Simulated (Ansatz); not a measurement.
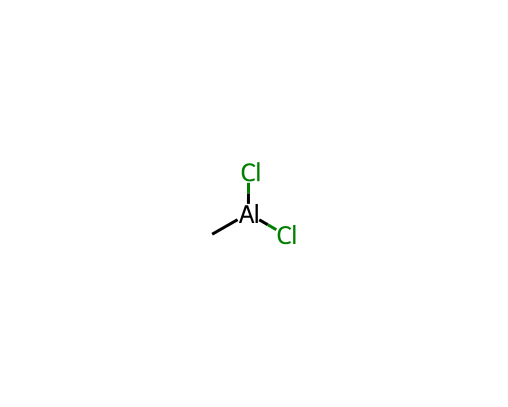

Structural formula above. Computed geometry: PBE-D4/def2-SVP optimisation. No frequency run is at hand to confirm it as a minimum.

What does the molecule look like in three dimensions?

Formula CH3AlCl2. As SMILES it reads `[CH3][Al]([Cl])[Cl]`. This geometry has Cs symmetry. Coordination: 1 C tetrahedral; 1 Al trigonal planar.

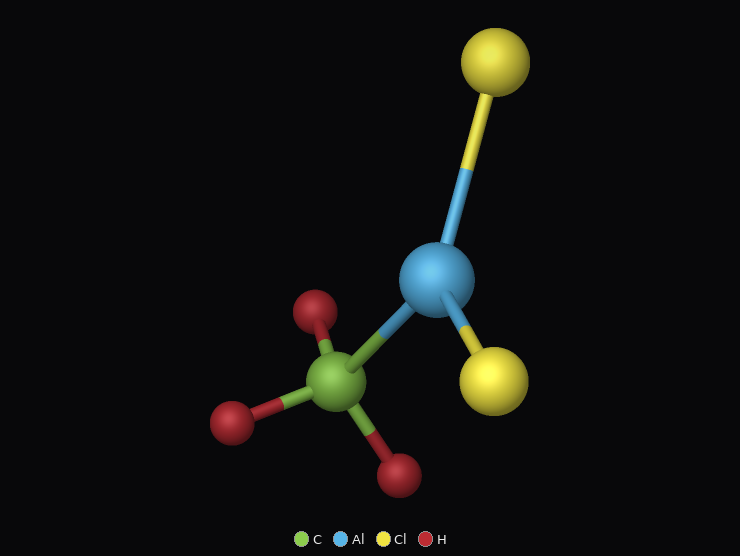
